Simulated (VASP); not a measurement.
# Osmium: structure and properties in VASP, part 2 of 4

Aim: relax Osmium, then compute properties on the relaxed cell. The start is a cell from a database of measured crystal structures.

VASP 6.6.1; PBEsol; plane waves and PAW (Os).

So far. Step 2 (Relaxing cell and atoms (PBEsol)): It ends with forces that vanish by symmetry and a pressure of -0.02 GPa. The volume lies -0.5 % from that of the database's start, which holds the thermal and zero-point expansion of its experiment. Step 3 (Single point with fields (PBEsol)): In this run the pressure is -0.02 GPa, small enough to go on.

**4. Band structure (PBEsol)**

The mesh alone shows little of the dispersion and can miss band extrema, so KPOINTS_OPT adds a path through the symmetry points after the self-consistent cycle.

INCAR reads:

```
SYSTEM = Os
PREC = Accurate
ENCUT = 400
EDIFF = 1E-06
NELM = 100
ISMEAR = 1
SIGMA = 0.2
LREAL = .FALSE.
ALGO = Normal
GGA = PS
NBANDS = 20
LORBIT = 11
LWAVE = .FALSE.
LCHARG = .FALSE.
KPAR = 2
```

POSCAR reads:

```
Os
1.0
    2.7293497425      0.0000000000      0.0000000000
   -1.3646748713      2.3636862129      0.0000000000
    0.0000000000      0.0000000000      4.3121492396
Os
2
Direct
    0.3333333333      0.6666666667      0.2500000000
    0.6666666667      0.3333333333      0.7500000000
```

KPOINTS reads:

```
Automatic mesh
0
Gamma
11 11 6
0 0 0
```

KPOINTS_OPT reads:

```
Line mode
16
Line-mode
Reciprocal
  0.00000000   0.00000000   0.00000000 GAMMA
  0.50000000   0.00000000   0.00000000 M

  0.50000000   0.00000000   0.00000000 M
  0.33333333   0.33333333   0.00000000 K

  0.33333333   0.33333333   0.00000000 K
  0.00000000   0.00000000   0.00000000 GAMMA

  0.00000000   0.00000000   0.00000000 GAMMA
  0.00000000   0.00000000   0.50000000 A

  0.00000000   0.00000000   0.50000000 A
  0.50000000   0.00000000   0.50000000 L

  0.50000000   0.00000000   0.50000000 L
  0.33333333   0.33333333   0.50000000 H

  0.33333333   0.33333333   0.50000000 H
  0.00000000   0.00000000   0.50000000 A

  0.50000000   0.00000000   0.50000000 L
  0.50000000   0.00000000   0.00000000 M

  0.33333333   0.33333333   0.00000000 K
  0.33333333   0.33333333   0.50000000 H
```

The projector-augmented-wave data sets are Os (PBE family, release 64).

Started as:

```
> mpirun -np 2 vasp_std
```

The program printed:

```text
[banner, memory and clock lines left out]
running    2 mpi-ranks, on    1 nodes
 distrk:  each k-point on    1 cores,    2 groups
 distr:  one band on    1 cores,    1 groups

 POSCAR found type information on POSCAR Os
 POSCAR found :  1 types and       2 ions
 [... a notice as in an earlier step ...]

 LDA part: xc-table for (Slater+PW92), standard interpolation
 POSCAR, INCAR and KPOINTS ok, starting setup
 FFT: planning ... GRIDC
 FFT: planning ... GRID_SOFT
 FFT: planning ... GRID
 WAVECAR not read
 entering main loop
       N       E                     dE             d eps       ncg     rms          rms(c)
DAV:   1     0.834840819323E+02    0.83484E+02   -0.60044E+03  2584   0.620E+02
DAV:   2    -0.229376544529E+02   -0.10642E+03   -0.91055E+02  2756   0.231E+02
DAV:   3    -0.259983032153E+02   -0.30606E+01   -0.30228E+01  3076   0.350E+01
DAV:   4    -0.260088048487E+02   -0.10502E-01   -0.10499E-01  2792   0.218E+00
DAV:   5    -0.260088565653E+02   -0.51717E-04   -0.51717E-04  2976   0.154E-01    0.247E+01
DAV:   6    -0.248155619548E+02    0.11933E+01   -0.63086E-01  3212   0.630E+00    0.109E+01
DAV:   7    -0.244771728286E+02    0.33839E+00   -0.45898E-01  3340   0.500E+00    0.750E-01
DAV:   8    -0.244717294078E+02    0.54434E-02   -0.76157E-03  2744   0.553E-01    0.527E-01
DAV:   9    -0.244676635489E+02    0.40659E-02   -0.18642E-03  2876   0.355E-01    0.410E-02
DAV:  10    -0.244676525582E+02    0.10991E-04   -0.95840E-05  3372   0.722E-02    0.124E-02
DAV:  11    -0.244676400361E+02    0.12522E-04   -0.38455E-06  2804   0.159E-02    0.423E-03
DAV:  12    -0.244676393273E+02    0.70880E-06   -0.11471E-07  1516   0.298E-03
   1 F= -.24467639E+02 E0= -.24466789E+02  d E =-.255094E-02
 Start KPOINTS_OPT (optional k-point list driver)
k-point batch [1-64\144]
       N       E                     dE             ncg
DAV:   1     0.127865854768E+05   -0.10211E+05     2576
DAV:   2     0.567159823321E+04   -0.71150E+04     2796
DAV:   3     0.545296968649E+04   -0.21863E+03     3132
DAV:   4     0.545216530555E+04   -0.80438E+00     2836
DAV:   5     0.545216000784E+04   -0.52977E-02     3064
DAV:   6     0.545215996012E+04   -0.47718E-04     2932
DAV:   7     0.545215995969E+04   -0.42808E-06     2556
[...]
k-point batch [129-144\144]
       N       E                     dE             ncg
DAV:   1     0.319092755324E+05   -0.79434E+04      640
DAV:   2     0.302508224951E+05   -0.16585E+04      696
DAV:   3     0.301946941148E+05   -0.56128E+02      736
DAV:   4     0.301945039594E+05   -0.19016E+00      712
DAV:   5     0.301945027427E+05   -0.12167E-02      720
DAV:   6     0.301945027327E+05   -0.99551E-05      708
DAV:   7     0.301945027327E+05   -0.78820E-07      596
```

Run time: 19 s. Hardware: 2 MPI ranks of AMD EPYC 7R43, shared host; peak memory 0.25 GiB; 37 s of CPU time.

OUTCAR, selected parts (step 4):

```text
 Found     64 irreducible k-points:

   k-points           NKPTS =     64   k-points in BZ     NKDIM =     64   number of bands    NBANDS=     20

   NELECT =      16.0000    total number of electrons

 E-fermi :   9.3419

 k-point     1 :       0.0000    0.0000    0.0000
  band No.  band energies     occupation
    ...
      6       7.1553      2.00000
      7       7.1553      2.00000
      8       7.8151      2.00000
      9       7.8151      2.00000
     10       9.3865      0.63299
     11      11.1016     -0.00000
     12      11.1016     -0.00000
     13      18.5004      0.00000
     14      23.4283      0.00000
     15      26.1676      0.00000
    ...

 k-point     2 :       0.0909    0.0000    0.0000
  band No.  band energies     occupation
    ...
      6       7.0756      2.00000
      7       7.3307      2.00000
      8       7.4327      2.00000
      9       7.5820      2.00000
     10       8.3315      2.00000
     11      11.2626     -0.00000
     12      12.7307     -0.00000
     13      18.4700      0.00000
     14      24.1114      0.00000
     15      26.5931      0.00000
    ...

  Total       -0.0126507     -0.0126507      0.0125586      0.0000000      0.0000000      0.0000000
  in kB       -0.7285906     -0.7285906      0.7232869      0.0000000      0.0000000      0.0000000
  external PRESSURE =      -0.2446315 kB  Pullay stress =       0.0000000 kB

  FREE ENERGIE OF THE ION-ELECTRON SYSTEM (eV)
  ---------------------------------------------------
  free  energy   TOTEN  =       -24.4676393273 eV

  energy  without entropy=      -24.4650883859  energy(sigma->0) =      -24.46678901

[... 12 parts as in an earlier step ...]

[... 3 further parts left out ...]
```

Spin-orbit coupling is off here; with elements this heavy it splits and shifts levels by tenths of an eV or more.

Numbers from this step:

| Quantity | Value |
| --- | --- |
| bands | 20 |
| pressure | -0.02446 GPa |

The electronic bands at the labelled points (eV, zero at the Fermi level; # counts the bands kept):

```csv
point,#5,#6,#7,#8,#9,#10,#11,#12
Γ,-2.79,-2.19,-2.19,-1.53,-1.53,0.04,1.76,1.76
M,-2.90,-2.55,-1.86,2.12,2.69,2.81,4.51,5.80
K,-3.42,-3.42,-1.30,1.55,1.55,2.14,5.44,5.44
Γ,-2.79,-2.19,-2.19,-1.53,-1.53,0.04,1.76,1.76
A,-3.24,-3.24,-3.24,-3.24,0.96,0.96,0.96,0.96
L,-1.17,-1.17,-0.13,-0.13,2.46,2.46,3.38,3.38
H,-3.42,-3.42,-1.32,-1.32,1.70,1.70,8.44,8.44
A,-3.24,-3.24,-3.24,-3.24,0.96,0.96,0.96,0.96
jump to L,-1.17,-1.17,-0.13,-0.13,2.46,2.46,3.38,3.38
M,-2.90,-2.55,-1.86,2.12,2.69,2.81,4.51,5.80
jump to K,-3.42,-3.42,-1.30,1.55,1.55,2.14,5.44,5.44
H,-3.42,-3.42,-1.32,-1.32,1.70,1.70,8.44,8.44
```

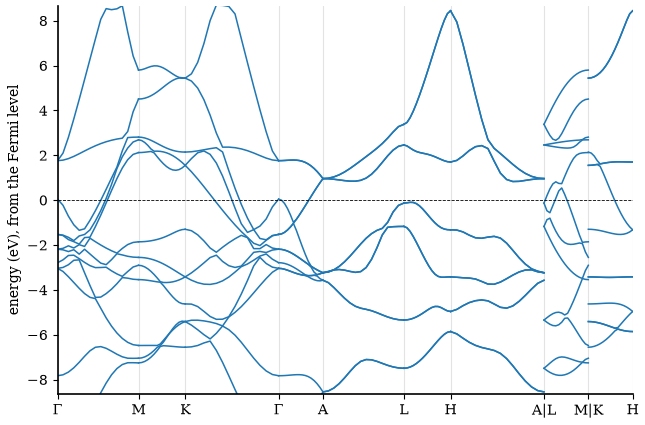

Electronic bands along the path.

There is no gap at this level.

**5. Density of states (PBEsol)**

Here the states are counted by energy and projected on the atoms. The mesh is finer than in the run before.

INCAR: that of step 4 with these lines changed.

```diff
@@ -5,3 +5,3 @@
 NELM = 100
-ISMEAR = 1
+ISMEAR = -5
 SIGMA = 0.2
@@ -15 +15,2 @@
 KPAR = 2
+NEDOS = 2001
```

POSCAR is that of step 4.

KPOINTS reads:

```
Automatic mesh
0
Gamma
16 16 9
0 0 0
```

Started as:

```
> mpirun -np 2 vasp_std
```

The program printed:

```text
[... set-up lines as in an earlier step ...]
 entering main loop
       N       E                     dE             d eps       ncg     rms          rms(c)
DAV:   1     0.820337236980E+02    0.82034E+02   -0.59909E+03  6064   0.619E+02
DAV:   2    -0.230231854472E+02   -0.10506E+03   -0.89955E+02  6492   0.231E+02
DAV:   3    -0.260235630369E+02   -0.30004E+01   -0.29656E+01  7252   0.345E+01
DAV:   4    -0.260336844061E+02   -0.10121E-01   -0.10119E-01  6556   0.217E+00
DAV:   5    -0.260337349103E+02   -0.50504E-04   -0.50500E-04  7024   0.151E-01    0.247E+01
DAV:   6    -0.248388552345E+02    0.11949E+01   -0.63171E-01  7628   0.631E+00    0.109E+01
DAV:   7    -0.244942330878E+02    0.34462E+00   -0.47594E-01  7916   0.505E+00    0.714E-01
DAV:   8    -0.244886512090E+02    0.55819E-02   -0.78849E-03  6432   0.563E-01    0.499E-01
DAV:   9    -0.244847573374E+02    0.38939E-02   -0.17815E-03  6764   0.347E-01    0.408E-02
DAV:  10    -0.244847233713E+02    0.33966E-04   -0.95069E-05  7908   0.722E-02    0.134E-02
DAV:  11    -0.244847056420E+02    0.17729E-04   -0.40446E-06  6716   0.166E-02    0.435E-03
DAV:  12    -0.244847049344E+02    0.70766E-06   -0.96187E-08  3644   0.264E-03
   1 F= -.24484705E+02 E0= -.24484705E+02  d E =0.000000E+00
 -----------------------------------------------------------------------------
|                                                                             |
|           W    W    AA    RRRRR   N    N  II  N    N   GGGG   !!!           |
|           W    W   A  A   R    R  NN   N  II  NN   N  G    G  !!!           |
|           W    W  A    A  R    R  N N  N  II  N N  N  G       !!!           |
|           W WW W  AAAAAA  RRRRR   N  N N  II  N  N N  G  GGG   !            |
|           WW  WW  A    A  R   R   N   NN  II  N   NN  G    G                |
|           W    W  A    A  R    R  N    N  II  N    N   GGGG   !!!           |
|                                                                             |
|     Tetrahedron method does not include variations of the Fermi             |
|     occupations, so forces and stress will be inaccurate. We suggest        |
|     using a different smearing scheme ISMEAR = 1 or 2 for metals in         |
|     relaxations.                                                            |
|                                                                             |
 -----------------------------------------------------------------------------
```

Elapsed: 23 s, on 2 MPI ranks; peak memory 0.29 GiB; 44 s of CPU time.

Parts of OUTCAR (step 5):

```text
   k-points           NKPTS =    150   k-points in BZ     NKDIM =    150   number of bands    NBANDS=     20

   NELECT =      16.0000    total number of electrons

 E-fermi :   9.4217

 k-point     1 :       0.0000    0.0000    0.0000
  band No.  band energies     occupation
    ...
      6       7.1467      2.00000
      7       7.1467      2.00000
      8       7.8130      2.00000
      9       7.8130      2.00000
     10       9.3900      2.00000
     11      11.0980      0.00000
     12      11.0980      0.00000
     13      18.4988      0.00000
     14      23.4278      0.00000
     15      26.1702      0.00000
    ...

  Total        0.0121781      0.0121781     -0.1251053     -0.0000000     -0.0000000      0.0000000
  in kB        0.7013704      0.7013704     -7.2051572     -0.0000000     -0.0000000      0.0000000
  external PRESSURE =      -1.9341388 kB  Pullay stress =       0.0000000 kB

  FREE ENERGIE OF THE ION-ELECTRON SYSTEM (eV)
  ---------------------------------------------------
  free  energy   TOTEN  =       -24.4847049344 eV

  energy  without entropy=      -24.4847049344  energy(sigma->0) =      -24.48470493

[... 8 parts as in an earlier step ...]

[... 9 further parts left out ...]
```

With tetrahedra the forces and stress of a metal are not exact derivatives of the energy.

Numbers from this step:

| Quantity | Value |
| --- | --- |
| irreducible k-points | 150 |
| free energy (TOTEN) | -24.48 eV |
| Fermi energy | 9.422 eV |
| pressure | -0.1934 GPa |
| DOS at the Fermi level | 1.204 states/eV/cell |

The density of states has structure finer than the step of the table below, so its rows give means over 1 eV, whole bins alone (the curve runs from -12.0 to 7.98 eV). Peaks (eV: height): total -4.7: 3.72, -3.6: 4.17, -2.7: 3.15, 2.2: 3.28; Os d -4.7: 2.98, -3.6: 3.49, -2.7: 2.68, 2.2: 3.11; Os p -5.5: 0.302, -4.7: 0.393, -3.6: 0.418, -2.1: 0.418; Os s -7.7: 0.530, -5.6: 0.152, -4.7: 0.114, 6.1: 0.145.

States under -12.0 eV and over 8.0 eV are left out. Table of density of states by energy, zero at the Fermi level; means over each step; values in states/eV/cell:

```csv
energy (eV),total,Os d,Os p,Os s
-11,0.0255,0,6.4e-4,0.0211
-10,0.118,0.00190,0.00820,0.0916
-9,0.219,0.0147,0.0254,0.150
-8,0.755,0.305,0.0671,0.313
-7,1.88,1.24,0.126,0.376
-6,1.78,1.35,0.165,0.150
-5,2.23,1.78,0.244,0.0661
-4,1.89,1.55,0.199,0.0388
-3,2.66,2.23,0.245,0.0588
-2,2.44,1.95,0.322,0.0424
-1,1.41,1.16,0.159,0.0150
0,1.23,1.09,0.0705,0.00936
1,1.61,1.49,0.0472,0.0144
2,2.74,2.57,0.0605,0.0266
3,0.816,0.675,0.0778,0.0351
4,0.571,0.380,0.114,0.0468
5,0.509,0.279,0.130,0.0635
6,0.559,0.243,0.163,0.0988
7,0.381,0.146,0.129,0.0649
```

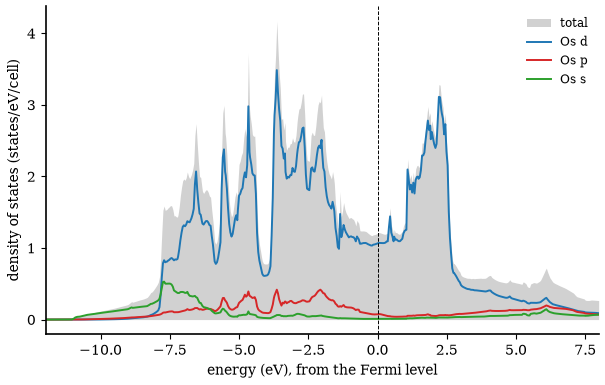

Density of states, plotted against energy.

The finer mesh and the other smearing move the Fermi level by +0.08 eV from the 11×11×6 run, one measure of the sampling error in the zero of the bands above. Of the states within 0.3 eV of the Fermi level, the largest shares in the PAW spheres are Os d 89 % and Os p 6 %. The rest lies in smaller channels or between the spheres.

[end of part 2 of 4]

[Lines on the potential files, build, host, timing and source positions are cut from VASP's logs without a mark.]

[Logs are printed without paths, hosts, clocks, repeated set-up lines and the standing remarks that a program may print on its own settings, such as how far it seeks lower states.]

[Hosts, paths, dates, database ids (printed as entryN), source tags and the programs' standing remarks are cut or masked in the printed files.]

[A measured line is paired with the nearest computed mode of its activity, which favours agreement.]
